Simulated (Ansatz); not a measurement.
Stretching the N3–H4 bond in H3NSi (SMILES N[SiH]) (multiplicity 1 held, fragments rigid). Energies count from the point at 1.009 Å.
Geometry at that point (charge 0, multiplicity 1):
```xyz
5

Si    -0.24475     0.39104     0.51000
H     -0.58600     1.47386    -0.51531
N      0.39778    -0.68955    -0.65445
H      0.46314    -0.52839    -1.64843
H      0.76485    -1.59314    -0.39510
```

Restricted levels (R-, RO-) in cc, def2 and unpolarised 6-31G sets keep to the state of the molecule at rest. Unrestricted levels (U-) break spin symmetry where that is lower. Active spaces are followed from a long bond inwards. Curves can end on different states.

Correlated levels freeze the cores.

Run with Ansatz (a first-principles code) with Gaussian orbitals. Values without a source in brackets are computed.

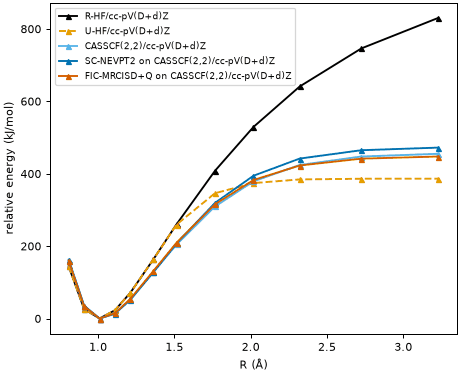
*Relative energy along the coordinate*

Q: Read off the R-HF/cc-pV(D+d)Z curve at R = 1.766.

A: about 410 kJ/mol

Doubts at one or more of the structures used: a restricted determinant that unrestricted orbitals would lower (R-HF/cc-pV(D+d)Z); a spin-contaminated determinant (U-HF/cc-pV(D+d)Z).
